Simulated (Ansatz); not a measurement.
# InSiN2H7: a changed input and its effect

System: InSiN2H7.
Method of run 1: RKS PBE-D4/def2-TZVPP (Ansatz 0.2.0).

The geometry comes from this level: PBE0-D4/def2-TZVP. Text and figures count atoms from 1; the logs count them from 0 in places.

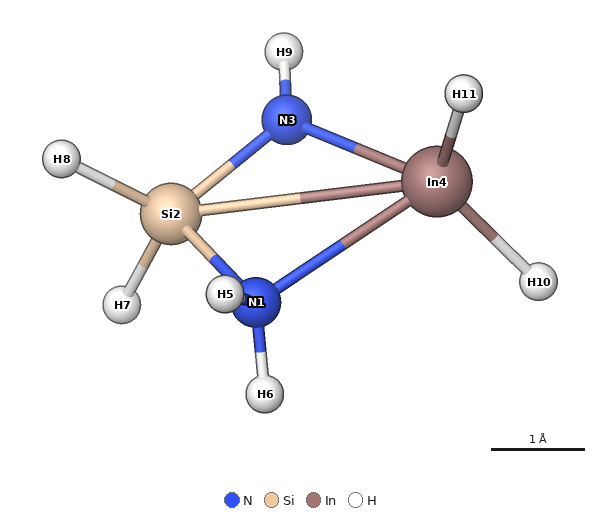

The input geometry (ball-and-stick view, seen at a tilt; atoms are numbered from 1 in the order of the input). Sticks mark near contacts. Bond lengths as drawn: H–In 1.72 Å, H–N 1.00 to 1.01 Å, H–Si 1.49 Å, In–N 2.12 to 2.39 Å, In–Si 2.98 Å and N–Si 1.67 to 1.80 Å.

**Input, run 1**
```yaml
crystal:
  periodic: [false, false, false]
  atoms:
    - {symbol: N, position_ang: [-0.967082, 0.524682, -0.495817]}
    - {symbol: Si, position_ang: [0.511363, 1.148518, 0.325853]}
    - {symbol: N, position_ang: [1.219736, -0.328725, 0.651350]}
    - {symbol: In, position_ang: [-0.169713, -1.707380, -0.170985]}
    - {symbol: H, position_ang: [-1.840820, 0.724310, -0.024806]}
    - {symbol: H, position_ang: [-1.069921, 0.795099, -1.466063]}
    - {symbol: H, position_ang: [1.184608, 2.067053, -0.640506]}
    - {symbol: H, position_ang: [0.050776, 1.987128, 1.472646]}
    - {symbol: H, position_ang: [2.092773, -0.496623, 1.118989]}
    - {symbol: H, position_ang: [0.230555, -2.290235, -1.742953]}
    - {symbol: H, position_ang: [-1.242294, -2.423827, 0.972273]}
basis:
  gaussian: {orbitals: def2-TZVPP}
hamiltonian: {xc: pbe, dispersion: d4}
output: {forces: true, orbitals: {seedname: orbitals}}
```

Hardware: 4 CPU threads, shared host.

**Output (run 1)**
```
Functional definition: PBE
  parameter kappa = 0.804
  parameter beta = 0.06672455060314922
  exchange = pbe_x(kappa = kappa, mu = beta*pi^2/3)
  correlation = pbe_c(beta = beta)
1399 factors; their error is unknown
mean field evaluation 1: about -16120.5052 eV, gradient 1.0e2 eV
mean field evaluation 2: about -16006.0673 eV, gradient 2.0e2 eV
mean field evaluation 4: about -16139.3127 eV, gradient 2.6e1 eV
mean field evaluation 8: about -16140.5612 eV, gradient 1.6e-1 eV
mean field evaluation 16: about -16140.5407 eV, gradient 4.4e-3 eV
mean field -16140.54069437 eV, -593.1539300667 hartree, gradient 3.1e-5 eV, S^2 0.000000; 0 other end points of the search recorded, 0 dependent functions left out
the calculation of the forces begins
reference -16140.54075759 eV, -593.1539323901 hartree; 28, 28 occupied and 224, 224 virtual orbitals, 1399 factors
Total energy: -16140.80788746 eV, -593.1637492317 hartree
Atom 0 at    -0.967082     0.524682    -0.495817 Å, force     0.045859    -0.121712     0.018269 eV/Å
Atom 1 at     0.511363     1.148518     0.325853 Å, force     0.079361     0.273821     0.053241 eV/Å
Atom 2 at     1.219736    -0.328725     0.651350 Å, force     0.047810    -0.101480     0.023810 eV/Å
Atom 3 at    -0.169713    -1.707380    -0.170985 Å, force    -0.107689    -0.253679    -0.071021 eV/Å
Atom 4 at    -1.840820     0.724310    -0.024806 Å, force    -0.295236     0.060882     0.141429 eV/Å
Atom 5 at    -1.069921     0.795099    -1.466063 Å, force    -0.048991     0.083459    -0.319094 eV/Å
Atom 6 at     1.184608     2.067053    -0.640506 Å, force     0.067228     0.112786    -0.117731 eV/Å
Atom 7 at     0.050776     1.987128     1.472646 Å, force    -0.063628     0.103071     0.127988 eV/Å
Atom 8 at     2.092773    -0.496623     1.118989 Å, force     0.311237    -0.084934     0.165987 eV/Å
Atom 9 at     0.230555    -2.290235    -1.742953 Å, force     0.037151    -0.031107    -0.113409 eV/Å
Atom 10 at    -1.242294    -2.423827     0.972273 Å, force    -0.073101    -0.041108     0.090530 eV/Å
Dipole moment:    -0.224106     0.290666    -0.105228 e Å
```

The input of run 2 differs as follows (lines with − go, lines with + come):
```diff
-hamiltonian: {xc: pbe, dispersion: d4}
+hamiltonian: {xc: {name: B3LYP}, dispersion: d4}
```

How does run 2 compare with run 1?

The total energies belong to different models, so their difference says nothing on which is more stable or more accurate. The largest force goes from 0.363 to 0.311 eV/Å. The HOMO goes from −5.23 to −6.30 eV. The LUMO goes from −1.44 to −0.96 eV. The dipole moment goes from 1.83 to 1.87 D.

**Output (run 2)**
```
Functional definition: B3LYP
  parameter a0 = 0.2
  parameter ax = 0.72
  parameter ac = 0.81
  exchange = (1 - a0 - ax)*slater_x + ax*b88_x + a0*exact_x
  correlation = (1 - ac)*vwn_rpa_c + ac*lyp_c
1479 factors; their error is unknown
mean field evaluation 1: about -16135.2988 eV, gradient 9.2e1 eV
mean field evaluation 2: about -16059.8095 eV, gradient 1.7e2 eV
mean field evaluation 4: about -16150.5000 eV, gradient 1.8e1 eV
mean field evaluation 8: about -16151.1220 eV, gradient 2.9e-1 eV
mean field evaluation 16: about -16151.1720 eV, gradient 4.0e-3 eV
mean field -16151.17198399 eV, -593.5446227540 hartree, gradient 3.1e-5 eV, S^2 0.000000; 0 other end points of the search recorded, 0 dependent functions left out
the calculation of the forces begins
reference -16151.17230294 eV, -593.5446344754 hartree; 28, 28 occupied and 224, 224 virtual orbitals, 1479 factors
Total energy: -16151.60599409 eV, -593.5605723311 hartree
Atom 0 at    -0.967082     0.524682    -0.495817 Å, force    -0.111448     0.087131    -0.055993 eV/Å
Atom 1 at     0.511363     1.148518     0.325853 Å, force     0.104535     0.280973     0.067889 eV/Å
Atom 2 at     1.219736    -0.328725     0.651350 Å, force     0.164371     0.081390     0.092821 eV/Å
Atom 3 at    -0.169713    -1.707380    -0.170985 Å, force    -0.085150    -0.293400    -0.059915 eV/Å
Atom 4 at    -1.840820     0.724310    -0.024806 Å, force    -0.013863    -0.000588    -0.027858 eV/Å
Atom 5 at    -1.069921     0.795099    -1.466063 Å, force    -0.030693    -0.002082     0.003670 eV/Å
Atom 6 at     1.184608     2.067053    -0.640506 Å, force    -0.041136    -0.056441     0.060421 eV/Å
Atom 7 at     0.050776     1.987128     1.472646 Å, force     0.029222    -0.051728    -0.070734 eV/Å
Atom 8 at     2.092773    -0.496623     1.118989 Å, force     0.003514    -0.011458     0.001665 eV/Å
Atom 9 at     0.230555    -2.290235    -1.742953 Å, force     0.011896    -0.014959    -0.045801 eV/Å
Atom 10 at    -1.242294    -2.423827     0.972273 Å, force    -0.031249    -0.018838     0.033835 eV/Å
Dipole moment:    -0.223572     0.300281    -0.104709 e Å
```

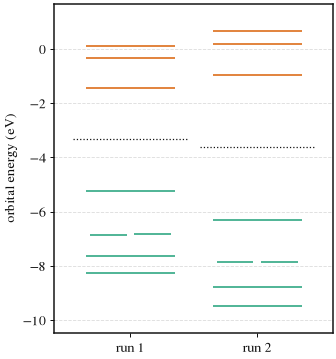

The five highest filled and three lowest empty orbital energies of the two runs; the dotted lines part filled from empty levels. The HOMO–LUMO gap is 3.79 eV in run 1 and 5.33 eV in run 2.

**The two runs side by side**

```tsv
quantity	run 1	run 2
outcome	converged	converged
total energy (hartree)	−593.163749	−593.560572
HOMO (eV)	−5.23	−6.30
LUMO (eV)	−1.44	−0.96
dipole moment (D)	1.83	1.87
largest force (eV/Å)	0.363	0.311
basis functions	252	252
wall time (shared host)	4.6 s	9.5 s
```
